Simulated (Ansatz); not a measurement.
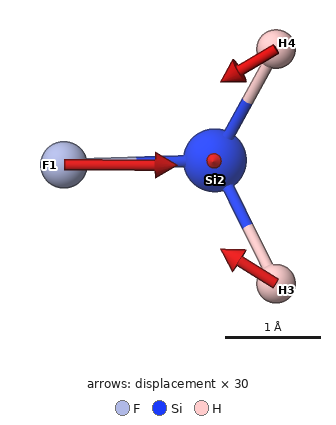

A relaxation of SiH$_{2}$F (multiplicity 2). The starting structure is drawn; red arrows show the displacements, magnified 30 times. The two geometries are superimposed by the best rigid fit.

A ball-and-stick model, seen face on.

It is one of the separated reactants of a reaction.

Method: UKS PBE0-D4/def2-TZVP in Ansatz 0.2.0.

The input:
```yaml
crystal:
  periodic: [false, false, false]
  atoms:
    - {symbol: F, position_ang: [1.273707, 0.671175, -0.468405]}
    - {symbol: Si, position_ang: [-0.071675, -0.257410, -0.293213]}
    - {symbol: H, position_ang: [-1.272906, 0.654848, -0.211456]}
    - {symbol: H, position_ang: [0.070874, -1.068613, 0.973074]}
basis:
  gaussian: {orbitals: def2-TZVP}
magnetization: {spin_polarized: true, initial_magnetization: 1}
hamiltonian: {xc: pbe0, dispersion: d4}
relax: {f_tol: 0.005, max_steps: 200}
```

Launched with:
```bash
ansatz run in.yaml --threads 2 --pin off --events-out ev --progress --plain --max-ram 4352MiB
```

Which element moves most?

Fluorine: up to 0.040 Å, against 0.023 Å for hydrogen.

Describe the change and its energy.

The energy falls by 3.25 kJ/mol in 4 geometry steps. Largest force component: 1 eV/Å at the start, 0.0036 eV/Å at the end. F1 moves most after the best rigid fit: 0.040 Å. By element the largest moves are F 0.040 Å, H 0.023 Å, Si 0.005 Å. Among the contacts that change: F1–Si2 1.644 → 1.604 Å, Si2–H3 1.511 → 1.490 Å.
